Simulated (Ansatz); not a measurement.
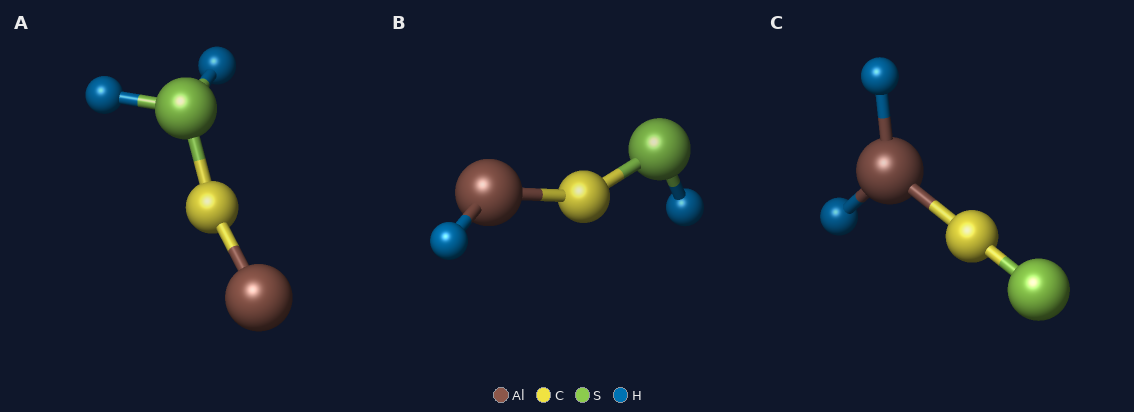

3 stationary structures of one formula. Charge 0, doublet. Geometries: PBE0-D4/def2-TZVP. Electronic energies: UHF-CCSD(T) (frozen core)/def2-TZVPP (Ansatz 0.2.0), without zero-point energy. No frequency run is at hand to confirm each as a minimum.

**Which is lowest in energy, and by how much?**

C is lowest; B lies 45.0 kcal/mol above it, A lies 63.2 kcal/mol above it.

The determinant isn't a pure spin state (⟨S²⟩ up to 1.60).
